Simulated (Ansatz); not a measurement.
A series of calculations on TiNH₄SCl₂F

Part 1: Relaxation

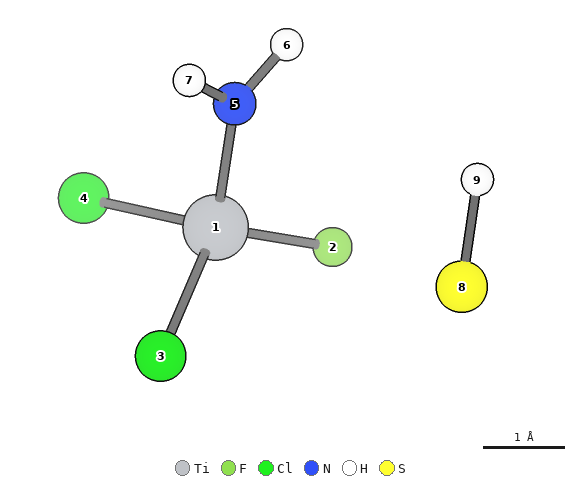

This is the input geometry for a relaxation of TiNH4SCl2F. The picture is a ball-and-stick view, seen at a tilt.

The run prepares an end point of a later path (reaction) calculation, from a guessed geometry.

The calculation used RKS PBE0/def2-SVP in Ansatz 0.2.0.

Input file:
```yaml
crystal:
  periodic: [false, false, false]
  atoms:
    - { symbol: Ti, position_ang: [-0.067185, 0.072741, -0.121546] }
    - { symbol: F, position_ang: [-0.14508, -0.009232, 1.667102] }
    - { symbol: Cl, position_ang: [1.858715, 0.307725, -1.11497] }
    - { symbol: Cl, position_ang: [-1.248668, 1.837691, -0.671748] }
    - { symbol: "N", position_ang: [-0.946657, -1.379974, -0.783395] }
    - { symbol: H, position_ang: [-1.642247, -1.899344, -0.250018] }
    - { symbol: H, position_ang: [-0.902263, -1.701888, -1.748054] }
    - { symbol: S, position_ang: [1.775402, -2.607462, 1.424509] }
    - { symbol: H, position_ang: [0.685531, -3.389011, 1.252622] }
    - { symbol: H, position_ang: [1.062454, -1.684347, 2.158099] }
basis:
  gaussian: { orbitals: def2-SVP }
hamiltonian:
  xc: pbe0
relax:
  f_tol: 0.03
  max_steps: 50
```

Command:
```bash
ansatz run input.yaml --threads 4 --pin off --max-ram 5120MiB --backend cpu --events-out ev --progress --plain --runs-dir out
```

### Predict the outcome.

Over 26 accepted moves (28 points after the start) the energy falls by 0.244 eV. Largest force component: 1.2 eV/Å at the start, 0.013 eV/Å at the end. The line search rejected the trial steps at points 5, 8 of the run. The largest moves after the best rigid fit, 1.53 Å, are those of H6 and H9. Largest moves by element: H 1.53 Å, Cl 1.37 Å, S 1.25 Å, F 1.08 Å, N 0.56 Å, Ti 0.35 Å. Near-neighbour distances that change, for instance: Ti1–F2 1.792 → 1.740 Å, S8–H10 1.378 → 1.352 Å, Ti1–Cl3 2.180 → 2.193 Å, Ti1–N5 1.823 → 1.813 Å. Bond angles that change, for instance: F2–Ti1–Cl3 119.9° → 112.4°, F2–Ti1–Cl4 105.3° → 112.2°, Cl3–Ti1–Cl4 105.9° → 109.6°. Groups turn about Ti1–N5 by about 25°. Cost: 2.1 min on 4 threads of Intel(R) Xeon(R) Processor @ 2.70GHz, on a shared host, peak memory 0.42 GiB.

The structure at the end:

```xyz
10

Ti    0.0011    0.3423   -0.3342
F     0.8177    0.0956    1.1828
Cl    1.2780    1.3271   -1.8209
Cl   -1.8626    1.4763   -0.0968
N    -0.4015   -1.3254   -0.9193
H    -0.1401   -2.1525   -0.3669
H    -0.8784   -1.5672   -1.7861
S     0.7995   -3.3487    1.6624
H    -0.3569   -3.2200    2.3467
H     1.1731   -2.0807    1.9449
```

After the run, drawn alike:

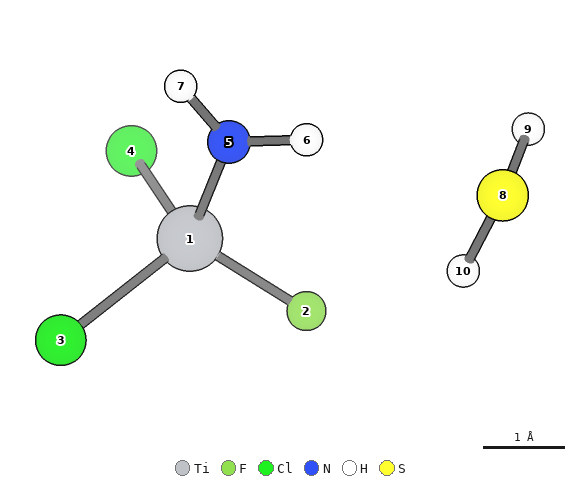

Part 2: Relaxation

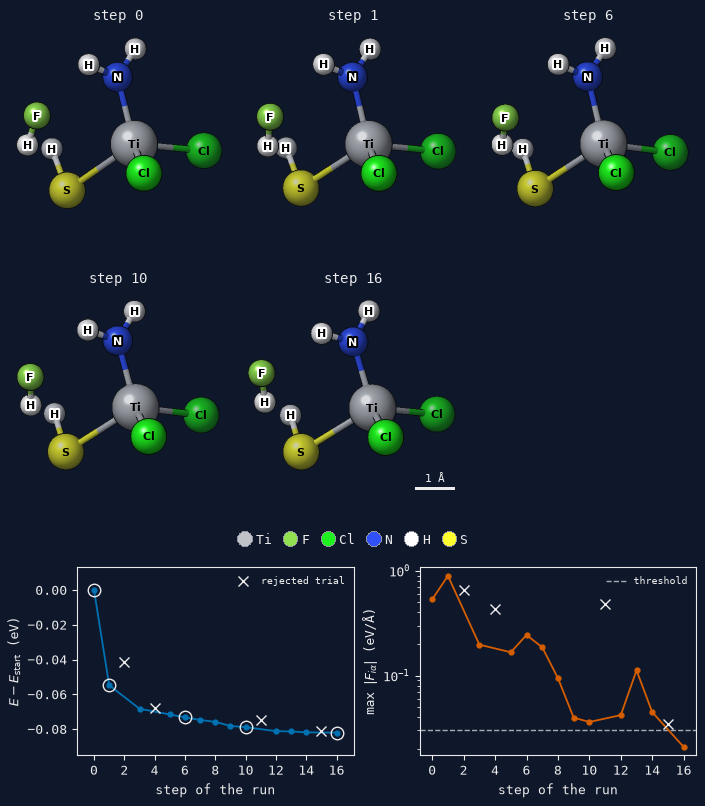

Frames of a relaxation of TiNH$_{4}$SCl$_{2}$F, marked on the history of the run. The picture is a ball-and-stick view, seen at a tilt.

The run prepares an end point of a later path (reaction) calculation, from a guessed geometry.

All numbers below come from RKS PBE0/def2-SVP (Ansatz 0.2.0). Set-up: no spin polarisation; force threshold 0.03 eV/Å; at most 50 steps.

**What happens along the run?**

The largest move after the best rigid fit is that of the F atom, 0.34 Å. Largest moves by element: F 0.34 Å, H 0.29 Å, S 0.28 Å, Cl 0.22 Å, N 0.11 Å, Ti 0.09 Å. Some distances before and after: F–Ti 3.032 → 3.329 Å, S–Ti 2.381 → 2.327 Å, H–Ti 2.975 → 2.936 Å, F–H 0.928 → 0.941 Å. Among the angles between lasting bonds that change: Cl–Ti–S 108.4° → 104.6°, Cl–Ti–Cl 111.2° → 114.9°, Cl–Ti–N 104.5° → 107.2°. Over 12 accepted moves (16 points after the start) the energy falls by 0.082 eV. The largest force component goes from 0.53 to 0.021 eV/Å. The line search rejected the trial steps at points 2, 4, 11, 15 of the run. The run took 69 s on 4 threads of Intel(R) Xeon(R) Processor @ 2.70GHz, on a shared host, peak memory 0.42 GiB. From step 0 to 1: an H atom moves most (0.19 Å), energy −0.055 eV. From step 1 to 6: an H atom moves most (0.12 Å), energy −0.019 eV. From step 6 to 10: the F atom moves most (0.17 Å), energy −0.006 eV. From step 10 to 16: the F atom moves most (0.15 Å), energy −0.003 eV.

```json
{"step": "0", "E − E(0), eV": "0.0000", "largest force component, eV/Å": "0.5338", "note": ""}
{"step": "1", "E − E(0), eV": "-0.0547", "largest force component, eV/Å": "0.8935", "note": ""}
{"step": "2", "E − E(0), eV": "-0.0415", "largest force component, eV/Å": "0.6617", "note": "rejected"}
{"step": "3", "E − E(0), eV": "-0.0683", "largest force component, eV/Å": "0.1972", "note": ""}
{"step": "4", "E − E(0), eV": "-0.0680", "largest force component, eV/Å": "0.4351", "note": "rejected"}
{"step": "5", "E − E(0), eV": "-0.0716", "largest force component, eV/Å": "0.1670", "note": ""}
{"step": "6", "E − E(0), eV": "-0.0733", "largest force component, eV/Å": "0.2440", "note": ""}
{"step": "7", "E − E(0), eV": "-0.0747", "largest force component, eV/Å": "0.1862", "note": ""}
{"step": "8", "E − E(0), eV": "-0.0758", "largest force component, eV/Å": "0.0946", "note": ""}
{"step": "9", "E − E(0), eV": "-0.0782", "largest force component, eV/Å": "0.0397", "note": ""}
{"step": "10", "E − E(0), eV": "-0.0789", "largest force component, eV/Å": "0.0361", "note": ""}
{"step": "11", "E − E(0), eV": "-0.0748", "largest force component, eV/Å": "0.4814", "note": "rejected"}
{"step": "12", "E − E(0), eV": "-0.0811", "largest force component, eV/Å": "0.0420", "note": ""}
{"step": "13", "E − E(0), eV": "-0.0813", "largest force component, eV/Å": "0.1123", "note": ""}
{"step": "14", "E − E(0), eV": "-0.0818", "largest force component, eV/Å": "0.0448", "note": ""}
{"step": "15", "E − E(0), eV": "-0.0813", "largest force component, eV/Å": "0.0346", "note": "rejected"}
{"step": "16", "E − E(0), eV": "-0.0820", "largest force component, eV/Å": "0.0209", "note": ""}
```

Part 3: Path

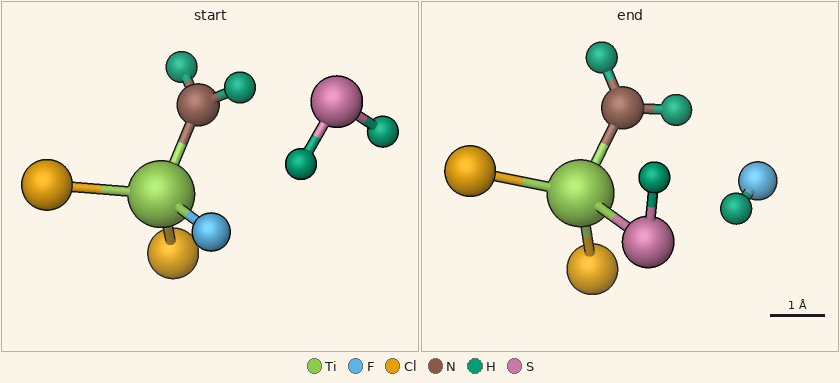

The two relaxed end points of a path for TiNH₄SCl₂F, made up at the start of TiNH2Cl2F and H₂S. Style: ball-and-stick. Shown at a tilt.

All numbers below come from RKS PBE0/def2-SVP (Ansatz).

Settings: 9 movable images; climbing image; force threshold 0.03 eV/Å; iteration limit 60.

Start:
```xyz
10

Ti   -0.0260    0.3540   -0.2983
F     0.7991    0.0837    1.2100
Cl    1.2285    1.4002   -1.7621
Cl   -1.9098    1.4467   -0.0278
N    -0.3992   -1.3054   -0.9252
H    -0.1210   -2.1413   -0.3948
H    -0.8738   -1.5337   -1.7968
S     0.8460   -3.3714    1.6011
H    -0.3107   -3.2818    2.2911
H     1.1968   -2.1043    1.9153
```

End:
```xyz
10

Ti    0.4529   -0.1215   -0.2240
F    -1.3727   -2.0309    1.8009
Cl    1.7607    0.5208   -1.8395
Cl   -0.6590    1.4810    0.7460
N    -0.6304   -1.4076   -0.8924
H    -1.2760   -1.8389   -0.2216
H    -0.7208   -1.7653   -1.8402
S     1.6049   -1.1688    1.5062
H     1.7469   -2.3086    0.7883
H    -0.4765   -1.8133    1.9888
```

### Predict the minimum-energy path and its barrier.

The energy climbs by 21.4 kcal/mol to image 7 and then falls by 3.2 kcal/mol, so the end point sits at +18.2 kcal/mol. Breaking: S8–H10 (1.35 → 1.63 at the top → 2.23 Å), Ti1–F2 (1.74 → 2.05 at the top → 3.33 Å). Forming: F2–H10 (2.33 → 1.15 at the top → 0.94 Å), Ti1–S8 (4.27 → 2.55 at the top → 2.33 Å). The band is converged. At the top, the vibrational analysis gives one imaginary mode (506i cm⁻¹), as a transition state must have.

Energies of the converged images:

```
image  path (Å)  E (kcal/mol)
    0      0.00           0.0
    1      1.21           0.5
    2      2.42           1.8
    3      3.63           3.9
    4      4.84           4.4
    5      6.05           4.3
    6      7.26           6.3
    7      8.47          21.4
    8      9.10          18.6
    9      9.72          18.5
   10     10.34          18.2
```

The geometry at the top of the path:

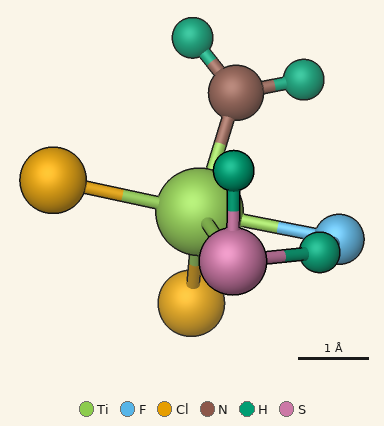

Limits of the set-up: the start holds two separate molecules, 2.3 Å apart at their closest, whose relative position is a soft coordinate and is computed without a dispersion correction.
